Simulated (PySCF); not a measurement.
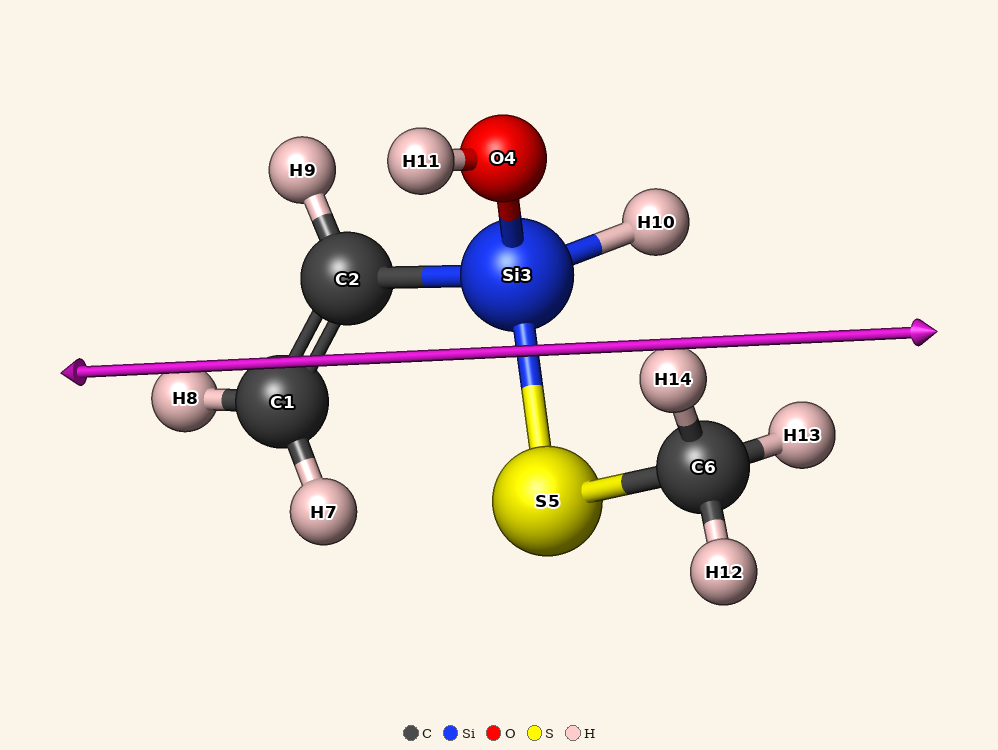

The double arrow shows the direction of the transition dipole to excited singlet state 6 (its length means nothing). The computed structure is the end point of a GFN2-xTB optimisation. No frequency run is at hand to confirm it as a minimum. Level of theory: TDDFT ωB97X-D/def2-SVPD, vertical, gas phase, core orbitals frozen in the response (PySCF 2.14.0).

How is the transition polarised?

Nearly parallel to the C2–Si3 bond.

Give its energy, strength and character.

7.05 eV (176 nm), oscillator strength 0.14, of mixed character, with the largest part HOMO−1 → LUMO (weight 0.32); transition dipole 2.26 D.

The geometry is semi-empirical. Around Si such bond lengths and angles can be off by a tenth of an ångström or more and by several degrees, and values that hang on the shape move with them.
